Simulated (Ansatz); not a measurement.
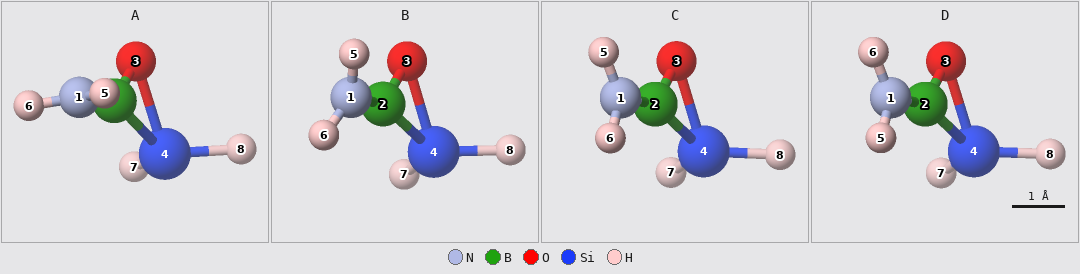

4 geometries from a converged minimum-energy path of BSiNH₄O, shuffled. Style: ball-and-stick. Shown from a free direction.

All numbers below come from RKS PBE0-D4/6-31G in Ansatz. Run with 5 movable images; climbing image; force threshold 0.05 eV/Å; iteration limit 60; starting path by image-dependent pair potential.

Question: Which of them lies highest in energy?

Answer: A. In order along the path, whose images run from 0 to 6: D (image 0, 0.0 kJ/mol), A (image 3, +64.9 kJ/mol), B (image 5, +13.2 kJ/mol), C (image 6, 0.0 kJ/mol). The motion is a rotation about the N1–B2 bond by about 180°. No bond forms or breaks between the ends. Among the angles between lasting bonds that change up to the highest image: N1–B2–O3 136.6° → 141.6°, N1–B2–Si4 156.8° → 152.1°.
